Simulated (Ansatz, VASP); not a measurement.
## Cross-check of MoS2 between VASP and Ansatz

Aim: how closely do two programs agree when they are given the same cell, functional and k mesh?

Main program and level: Ansatz 0.2.0; plane waves, with VASP 6.6.1 beside it; single point at PBE.

The database entry behind the starting cell differs from later determinations by our own check (about 0.3 % long), so it need not match the best structure at ambient conditions.

### Step 1. The starting structure

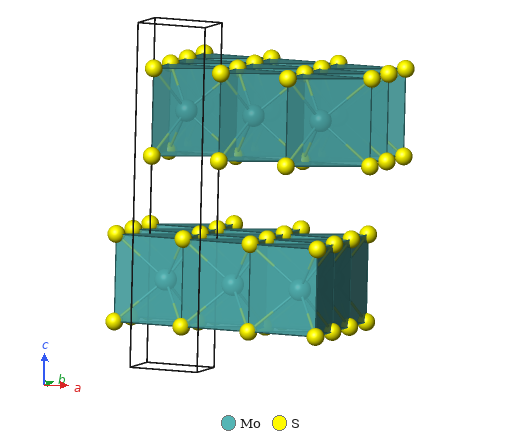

The starting structure, seen slightly off an axis (molybdenum teal, sulfur yellow). 3×3×1 cells are drawn. Some periodic images of atoms are drawn too.

As a file:

```
Mo S
1.0
     3.16900    0.00000    0.00000
    -1.58450    2.74443    0.00000
     0.00000    0.00000   12.32400
Mo S
2 4
Direct
  0.33333 0.66667 0.25000
  0.66667 0.33333 0.75000
  0.33333 0.66667 0.62300
  0.66667 0.33333 0.12300
  0.33333 0.66667 0.87700
  0.66667 0.33333 0.37700
```

### Step 2. VASP: single point, PBE

A single point gives forces, pressure and levels at one fixed geometry, so differences don't come from the geometry; what else differs is listed under the comparison.

Lines of VASP's logs that name or quote its potential files are left out, and so is its time.

INCAR reads:

```
SYSTEM = MoS2
PREC = Accurate
ENCUT = 400
EDIFF = 1E-07
NELM = 100
ISMEAR = 0
SIGMA = 0.01
LREAL = .FALSE.
ALGO = Normal
GGA = PE
NBANDS = 32
LORBIT = 11
LWAVE = .FALSE.
LCHARG = .FALSE.
KPAR = 2
```

POSCAR reads:

```
MoS2
1.0
    3.1690000000      0.0000000000      0.0000000000
   -1.5845000000      2.7444345046      0.0000000000
    0.0000000000      0.0000000000     12.3240000000
Mo S
2 4
Direct
    0.3333333333      0.6666666667      0.2500000000
    0.6666666667      0.3333333333      0.7500000000
    0.3333333333      0.6666666667      0.6230000000
    0.6666666667      0.3333333333      0.1230000000
    0.3333333333      0.6666666667      0.8770000000
    0.6666666667      0.3333333333      0.3770000000
```

KPOINTS reads:

```
Automatic mesh
0
Gamma
8 8 2
0 0 0
```

The projector-augmented-wave data sets are Mo_sv and S (PBE family, release 64).

Launch:

```
$ mpirun -np 2 vasp_std
```

Numbers of over 12 decimals in the logs are rounded to 6 here.

Output:

```text
[banner, memory and clock lines left out]
running    2 mpi-ranks, on    1 nodes
 distrk:  each k-point on    1 cores,    2 groups
 distr:  one band on    1 cores,    1 groups

 POSCAR found type information on POSCAR MoS
 POSCAR found :  2 types and       6 ions
 LDA part: xc-table for (Slater+PW92), standard interpolation
 POSCAR, INCAR and KPOINTS ok, starting setup
 FFT: planning ... GRIDC
 FFT: planning ... GRID_SOFT
 FFT: planning ... GRID
 WAVECAR not read
 entering main loop
       N       E                     dE             d eps       ncg     rms          rms(c)
DAV:   1     0.379293497085E+03    0.37929E+03   -0.26243E+04  1456   0.126E+03
DAV:   2    -0.272634426097E+02   -0.40656E+03   -0.39552E+03  1616   0.351E+02
DAV:   3    -0.462139238366E+02   -0.18950E+02   -0.18798E+02  1656   0.691E+01
DAV:   4    -0.465535878975E+02   -0.33966E+00   -0.33922E+00  1528   0.956E+00
DAV:   5    -0.465639066958E+02   -0.10319E-01   -0.10314E-01  1720   0.145E+00    0.338E+01
DAV:   6    -0.444020175676E+02    0.21619E+01   -0.20678E+01  1408   0.247E+01    0.131E+01
DAV:   7    -0.439491137044E+02    0.45290E+00   -0.91391E+00  1440   0.158E+01    0.810E+00
DAV:   8    -0.435927616623E+02    0.35635E+00   -0.14452E+00  1592   0.675E+00    0.287E+00
DAV:   9    -0.436039415242E+02   -0.11180E-01   -0.13677E-01  1672   0.183E+00    0.126E+00
DAV:  10    -0.435952743811E+02    0.86671E-02   -0.55260E-02  1552   0.135E+00    0.309E-01
DAV:  11    -0.435954029787E+02   -0.12860E-03   -0.21031E-03  1576   0.260E-01    0.163E-01
DAV:  12    -0.435953295173E+02    0.73461E-04   -0.50214E-04  1600   0.118E-01    0.545E-02
DAV:  13    -0.435953397380E+02   -0.10221E-04   -0.10824E-04  1616   0.534E-02    0.982E-03
DAV:  14    -0.435953424433E+02   -0.27053E-05   -0.11113E-05  1560   0.187E-02    0.114E-02
DAV:  15    -0.435953429606E+02   -0.51727E-06   -0.16180E-06  1376   0.642E-03    0.476E-03
DAV:  16    -0.435953428607E+02    0.99931E-07   -0.65496E-07  1400   0.467E-03
   1 F= -.43595343E+02 E0= -.43595343E+02  d E =-.186033E-45
```

From OUTCAR (step 2):

```text
ion  position               nearest neighbor table
   1  0.333  0.667  0.250-   4 2.41   6 2.41   4 2.41   6 2.41   4 2.41   6 2.41
   2  0.667  0.333  0.750-   3 2.41   5 2.41   3 2.41   5 2.41   3 2.41   5 2.41
   3  0.333  0.667  0.623-   2 2.41   2 2.41   2 2.41
   4  0.667  0.333  0.123-   1 2.41   1 2.41   1 2.41
   5  0.333  0.667  0.877-   2 2.41   2 2.41   2 2.41
   6  0.667  0.333  0.377-   1 2.41   1 2.41   1 2.41

  LATTYP: Found a hexagonal cell.
 ALAT       =     3.1690000000
 C/A-ratio  =     3.8889239508

 Subroutine GETGRP returns: Found 24 space group operations
 (whereof 12 operations were pure point group operations)

The static configuration has the point symmetry D_3d.
 The point group associated with its full space group is D_6h.

 Found     20 irreducible k-points:

   k-points           NKPTS =     20   k-points in BZ     NKDIM =     20   number of bands    NBANDS=     32

   dimension x,y,z NGX =    24 NGY =   24 NGZ =   80
   dimension x,y,z NGXF=    48 NGYF=   48 NGZF=  160

   ENCUT  =  400.0 eV  29.40 Ry    5.42 a.u.   5.17  5.17 20.10*2*pi/ulx,y,z

   NELECT =      52.0000    total number of electrons

 k-points in reciprocal lattice and weights: Automatic mesh
   0.00000000  0.00000000  0.00000000       0.008
   0.12500000  0.00000000  0.00000000       0.047
   0.25000000  0.00000000  0.00000000       0.047
   0.37500000 -0.00000000  0.00000000       0.047
   0.50000000  0.00000000  0.00000000       0.023
   0.12500000  0.12500000  0.00000000       0.047
   0.25000000  0.12500000  0.00000000       0.094
   0.37500000  0.12500000  0.00000000       0.094
   0.25000000  0.25000000  0.00000000       0.047
[...]
0.25000000  0.25000000  0.50000000       0.047
   0.37500000  0.25000000  0.50000000       0.047

 average (electrostatic) potential at core
       1 -74.7590       2 -74.7590       3 -84.4714       4 -84.4714       5 -84.4714
       6 -84.4714

 E-fermi :   7.5864

 k-point     1 :       0.0000    0.0000    0.0000
  band No.  band energies     occupation
    ...
     22       5.3667      2.00000
     23       5.3667      2.00000
     24       6.3042      2.00000
     25       6.3479      2.00000
     26       7.4888      2.00000
     27       9.5918      0.00000
     28       9.5918      0.00000
     29       9.6202      0.00000
     30       9.6202      0.00000
     31       9.7559      0.00000
    ...

 k-point     2 :       0.1250    0.0000    0.0000
  band No.  band energies     occupation
    ...
     22       5.0260      2.00000
     23       5.4735      2.00000
     24       6.3506      2.00000
     25       6.4415      2.00000
     26       7.0360      2.00000
     27       9.2750      0.00000
     28       9.3862      0.00000
     29       9.4949      0.00000
     30       9.5356      0.00000
     31       9.5996      0.00000
    ...

 k-point     3 :       0.2500    0.0000    0.0000
  band No.  band energies     occupation
    ...
     22       5.0980      2.00000
     23       5.1873      2.00000
     24       5.8791      2.00000
     25       6.0048      2.00000
     26       6.1289      2.00000
     27       8.7058      0.00000
     28       9.0879      0.00000
     29       9.2982      0.00000
     30       9.5387      0.00000
     31       9.5748      0.00000
    ...

  Total        0.9844467      0.9844467      1.2236174      0.0000000     -0.0000000     -0.0000000
  in kB       14.7155327     14.7155327     18.2906623      0.0000000     -0.0000000     -0.0000000
  external PRESSURE =      15.9072426 kB  Pullay stress =       0.0000000 kB

  energy-cutoff  :      400.00
  volume of cell :      107.18
      direct lattice vectors                 reciprocal lattice vectors
     3.169000000  0.000000000  0.000000000     0.315556958  0.182186895  0.000000000
    -1.584500000  2.744434505  0.000000000     0.000000000  0.364373789  0.000000000
     0.000000000  0.000000000 12.324000000     0.000000000  0.000000000  0.081142486

 POSITION                                       TOTAL-FORCE (eV/Angst)
 -----------------------------------------------------------------------------------
     -0.00000      1.82962      3.08100        -0.000000      0.000000     -0.000000
      1.58450      0.91481      9.24300         0.000000      0.000000     -0.000000
     -0.00000      1.82962      7.67785         0.000000     -0.000000      0.075548
      1.58450      0.91481      1.51585        -0.000000      0.000000      0.075548
     -0.00000      1.82962     10.80815         0.000000     -0.000000     -0.075548
      1.58450      0.91481      4.64615        -0.000000      0.000000     -0.075548
 -----------------------------------------------------------------------------------
    total drift:                               -0.000000      0.000000     -0.000000

  FREE ENERGIE OF THE ION-ELECTRON SYSTEM (eV)
  ---------------------------------------------------
  free  energy   TOTEN  =       -43.5953428607 eV

  energy  without entropy=      -43.5953428607  energy(sigma->0) =      -43.59534286

 total charge
# of ion       s       p       d       tot
------------------------------------------
    1        2.291   6.220   3.943  12.454
    2        2.291   6.220   3.943  12.454
    3        1.365   2.337   0.000   3.702
    4        1.365   2.337   0.000   3.702
    5        1.365   2.337   0.000   3.702
    6        1.365   2.337   0.000   3.702
--------------------------------------------------
tot         10.042  21.790   7.887  39.718

[... 3 further parts left out ...]
```

The run ends at a pressure of 1.59 GPa, with forces up to 0.076 eV/Å.

### Step 3. Ansatz: single point, PBE

Ansatz runs on its default PAW (the set named soft_2) files.

The same cell, functional, mesh and smearing now go to Ansatz, which takes its cutoff from its data sets.

input.yaml reads:

```yaml
crystal:
  lattice:
    - [3.169, 0.0, 0.0]
    - [-1.5845, 2.7444345046, 0.0]
    - [0.0, 0.0, 12.324]
  atoms:
    - { symbol: Mo, position: [0.3333333333, 0.6666666667, 0.25] }
    - { symbol: Mo, position: [0.6666666667, 0.3333333333, 0.75] }
    - { symbol: S, position: [0.3333333333, 0.6666666667, 0.623] }
    - { symbol: S, position: [0.6666666667, 0.3333333333, 0.123] }
    - { symbol: S, position: [0.3333333333, 0.6666666667, 0.877] }
    - { symbol: S, position: [0.6666666667, 0.3333333333, 0.377] }
hamiltonian:
  xc: pbe
  pseudopotentials: { kind: paw }
kpoints:
  mp_grid: { grid: [8, 8, 2] }
scf:
  occupations: { method: gaussian, width: 0.01 }
  n_extra_bands: 5
output:
  forces: true
  stress: true
  eigenvalues: true
```

Launch:

```
$ ansatz run input.yaml --threads 4 --pin off --max-ram 9216MiB --backend cpu --events-out ev --progress --plain --runs-dir out
```

Output:

```text
scf.n_extra_bands = 5 over 26 filled bands (N_el = 52.0): the run solves 31 bands
Engine: ansatz 0.2.0, aarch64-unknown-linux-gnu
Pseudopotentials: kind: paw
Pseudopotential: Mo, paw, valence charge 14, recommended cutoff 420 eV (normal), Mo.paw.azcp
Pseudopotential: S, paw, valence charge 6, recommended cutoff 420 eV (normal), S.paw.azcp
Functional definition: PBE
  parameter kappa = 0.804
  parameter beta = 0.066725
  exchange = pbe_x(kappa = kappa, mu = beta*pi^2/3)
  correlation = pbe_c(beta = beta)
Crystal: 6 atoms, lattice volume = 107.183 Å³
Basis set: ecut = 420 eV, 2081 PW (Γ), exchange–correlation on 48×48×180 points (8 copies of the dense FFT grid, shifted against one another)
Bands: 31, of which v1, the nominal top of the filled ones, is band 26 counted from 1 (25 counted from 0)
Symmetry: 24 space group operations
Space group: P63/mmc (ITA 194), of the structure as read, at distance tolerance 4.8e-5 Å
k-points: 20 of 128
Non-local potential: Mo, projectors of the file, l = 0: 3, l = 1: 2, l = 2: 2, l = 3: 1
Non-local potential: S, projectors of the file, l = 0: 2, l = 1: 2, l = 2: 2
PAW form: soft (Blöchl's): semilocal exchange-correlation on the pseudo side does not see the compensation charge
PAW one-centre angular grid: Mo, 590 points (default); XC on 64 Gauss nodes
PAW one-centre angular grid: S, 110 points (default); XC on 64 Gauss nodes
Initial density: superposition of atomic densities (neutral atoms: chi_scale 0, normalization atom), corrected by the library's trained network
Initial wavefunctions: pseudopotential atomic-orbital guess
Functional: x = pbe(κ = 0.804, μ = 0.219515), c = pbe(β = 0.066725)
SCF iter   1: F=—  HF=-13525.526969 eV  |F-HF|=—  |Δ(HF+E_count)|=         —  Δρ=5.48e-3  dr2=7.53e-3  ethr=1.77e-3  ⟨swp⟩=6.9  Hψ=2706  notcnv=0
preconditioner: auto → Resta (q_TF=auto, 2.418 Å⁻¹)  ε∞=9.0  [insulator: Δε(μ)=0.982 eV  Ē_g=7.614 eV  σ=0.010 eV  W_gap=1.00  n_scr=26 (ndim 8)  ℏωp=21.5 eV  f_vac=0.016  D(μ)=0.00/eV (n_scr^D=0)  ε∞_Penn≈9.0]
SCF iter   2: F=—  HF=-13525.535834 eV  |F-HF|=—  |Δ(HF+E_count)|=   8.86e-3  Δρ=3.13e-3  dr2=2.38e-3  ethr=1.45e-5  ⟨swp⟩=2.1  Hψ=1225  notcnv=0  defer=17
SCF iter   3: F=—  HF=-13525.540596 eV  |F-HF|=—  |Δ(HF+E_count)|=   4.76e-3  Δρ=5.18e-4  dr2=6.80e-4  ethr=4.57e-6  ⟨swp⟩=2.0  Hψ=994  notcnv=0  defer=17
SCF iter   4: F=—  HF=-13525.540528 eV  |F-HF|=—  |Δ(HF+E_count)|=   6.75e-5  Δρ=1.15e-4  dr2=1.00e-5  ethr=1.31e-6  ⟨swp⟩=2.0  Hψ=825  notcnv=0  defer=17
SCF iter   5: F=—  HF=-13525.540673 eV  |F-HF|=—  |Δ(HF+E_count)|=   1.45e-4  Δρ=4.55e-5  dr2=1.83e-6  ethr=1.93e-8  ⟨swp⟩=2.1  Hψ=887  notcnv=0  defer=17
SCF iter   6: F=-13525.540674 eV  HF=-13525.540674 eV  |F-HF|=2.98e-8  |Δ(HF+E_count)|=   1.71e-6  Δρ=8.09e-6  dr2=7.96e-8  ethr=1.92e-10  ⟨swp⟩=7.2  Hψ=2944  notcnv=0
SCF 1 converged in 6 iterations: F = -13525.540674 eV  dr2 = 7.96e-8
  greatest PAW one-centre occupation: 0.998 electrons in one spin orbital (limit 2), on the Mo atom at site 1 (counted from 0), in its partial waves of l = 0
SCF converged after 6 iterations
Free energy (F): -13525.540674 eV
Harris-Foulkes:  -13525.540674 eV  (|F-HF|=2.98e-8)
Internal energy: -13525.540674 eV  (E = F + TS)
E sigma→0 (E₀):  -13525.540674 eV
Fermi energy:    11.386547 eV
--- Per-component energies (eV) ---
  E_band       = -312.455396
  E_kinetic    = 1312.079440
  E_local      = -3923.156364  (includes V_loc(G=0)·N_el)
  E_nonlocal   = 398.371449
  E_hartree    = 1508.569022
  E_xc         = -757.135609
  E_vxc        = -810.202726  (∫ρ·V_xc dr)
  E_paw        = -8803.052249  (= ΣΔE_a)
  E_vpaw       = -306.676216  (= ΣTr[D̂ρ^β])
  E_aug_tail   = 0.000083  (compensation charges beyond the density's cutoff)
  E_ewald      = -3261.216446
  E_smearing   = -0.000000  (= −TS)
  E_closure    = -0.000000  (closes the sum)
  Σ components = -13525.540674   (vs F -13525.540674, Δ=0.00e0)
--- Forces (eV/Å), atoms counted from 1 ---
  atom   1  Mo    -0.00000000    -0.00000000     0.00000000
  atom   2  Mo     0.00000000     0.00000000     0.00000000
  atom   3  S      0.00000000     0.00000000     0.06510225
  atom   4  S     -0.00000000    -0.00000000     0.06510225
  atom   5  S     -0.00000000     0.00000000    -0.06510225
  atom   6  S      0.00000000    -0.00000000    -0.06510225
  max |Σ_I F_I| component: 1.85e-17 eV/Å
--- Stress (GPa, compression-positive) ---
        1.853318       0.000000       0.000000
        0.000000       1.853318      -0.000000
        0.000000      -0.000000       2.268992
  P = ⅓ Tr σ = 1.9919 GPa (19.919 kbar)
--- Band table (eV; the first three rows and the last of 20) ---
  k-point 0: bands = [... 22 lower, 8.7671, 9.7122, 9.7500, 10.8973, 12.9945, 12.9945, 13.0225, 13.0225, ... 1 higher]
  k-point 1: bands = [... 22 lower, 8.7438, 8.7438, 10.6308, 10.6308, 12.9999, 12.9999, 12.9999, 12.9999, ... 1 higher]
  k-point 2: bands = [... 22 lower, 8.8760, 9.7529, 9.8522, 10.4443, 12.6775, 12.7857, 12.8983, 12.9322, ... 1 higher]
  k-point 19: bands = [... 22 lower, 8.1533, 8.1533, 10.0761, 10.0761, 12.1221, 12.1221, 13.2728, 13.2728, ... 1 higher]
```

It took 1.2 s on 4 threads of Arm Neoverse V1, shared host; peak memory 0.43 GiB.

Reading the cycles: dr2 is the Hartree energy of the density residual (eV), the measure of convergence; HF is the Harris–Foulkes estimate of the energy, which meets the free energy F at convergence.

The run ends at a pressure of 1.99 GPa, with forces up to 0.065 eV/Å.

### Step 4. Comparison

Known differences besides the PAW data sets themselves: the cutoff is 420 eV in Ansatz and 400 eV in VASP; VASP leaves aspherical gradient terms in its spheres out (LASPH is not set), Ansatz keeps them. Total energies have different zeros and are not compared.

Compared:

```csv
quantity,Ansatz,VASP,difference
pressure (GPa),1.99,1.59,+0.40
gap on the k mesh (eV),0.979,0.988,-0.009
```

Forces (eV/Å; atoms numbered as in POSCAR):

```csv
atom,"Ansatz x, y, z","VASP x, y, z"
Mo1,"0.000, 0.000, 0.000","0.000, 0.000, 0.000"
Mo2,"0.000, 0.000, 0.000","0.000, 0.000, 0.000"
S3,"0.000, 0.000, 0.065","0.000, 0.000, 0.076"
S4,"0.000, 0.000, 0.065","0.000, 0.000, 0.076"
S5,"0.000, 0.000, -0.065","0.000, 0.000, -0.076"
S6,"0.000, 0.000, -0.065","0.000, 0.000, -0.076"
```

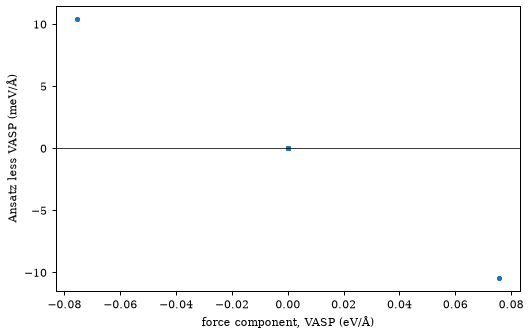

Difference of the force components against their size.

The forces differ by 4.9 meV/Å r.m.s., which is 13.8 % of the r.m.s. force of 0.04 eV/Å (both taken over all components).

### Step 5. Outcome

```
r.m.s. force difference (single point, PBE) : 4.9 meV/Å
```

What this shows: The r.m.s. force difference is 4.9 meV/Å (single point, PBE), within the 12 meV/Å picked in this series as the mark of a large difference. How closely two codes agree says nothing of how well the functional describes the real material.

[Lines on the potential files, build, host, timing and source positions are cut from VASP's logs without a mark.]

[Logs are printed without paths, hosts, clocks, repeated set-up lines and the standing remarks that a program may print on its own settings, such as how far it seeks lower states.]

[Hosts, paths, dates, database ids (printed as entryN), source tags and the programs' standing remarks are cut or masked in the printed files.]
